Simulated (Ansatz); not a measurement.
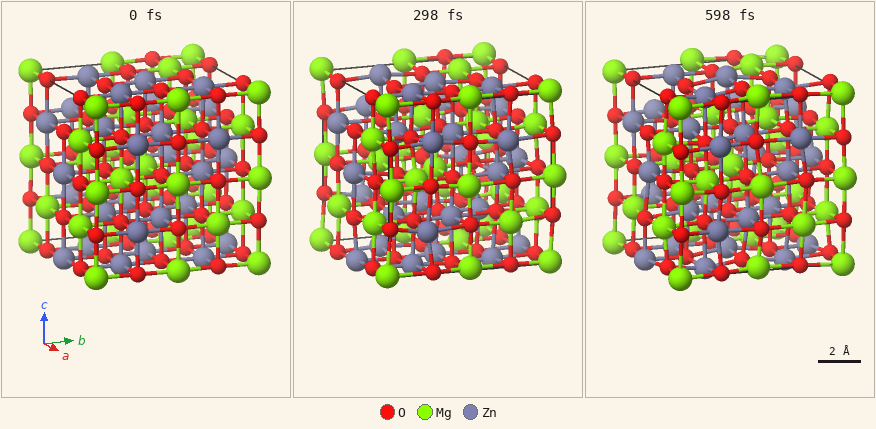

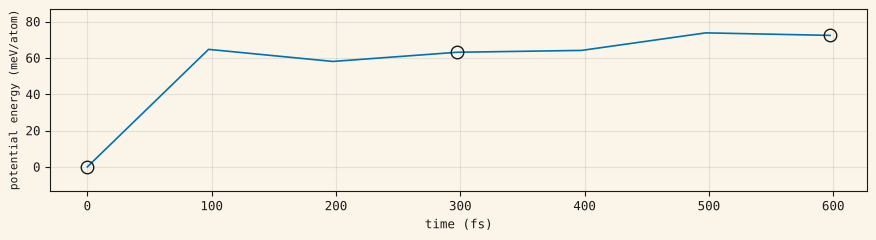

Molecular dynamics of a 64-atom cell of O₃₂Mg₁₄Zn₁₈, 598 fs long. Frames and the history of the run. The picture is a ball-and-stick view of the simulation cell, seen slightly off an axis. Bonds to atoms that aren't drawn are left out.

Computed with DFT, PBEsol, PAW, plane waves in Ansatz 0.2.0. Run with plane-wave cutoff 420 eV; k-point mesh 1 × 1 × 1; Fermi-Dirac smearing 0.01 eV; Langevin thermostat (NVT); set temperature 600 K, then 600 K at the end of 120 steps, then 600 K at the end of 120 steps; time step 2.5 fs.

What happens in this trajectory?

Answer. Root-mean-square distances from the starting positions over the second half, with the common drift of all atoms taken out: Zn 0.17 Å, O 0.16 Å, Mg 0.16 Å. That is small against the typical shortest distance between atoms in the first frame, about 2.1 Å: the atoms vibrate about their sites and the arrangement holds. Over the second half the temperature averages 641 K (spread ±43 K). The potential energy in the second half lies on average 68.3 meV per atom above the first frame.

Limits of the set-up: the program's low-accuracy preset was used.

Cost: 84 s on 1 × NVIDIA GB300 Max-Q with 8 threads of Arm Neoverse-V2, peak memory 1.9 GiB.
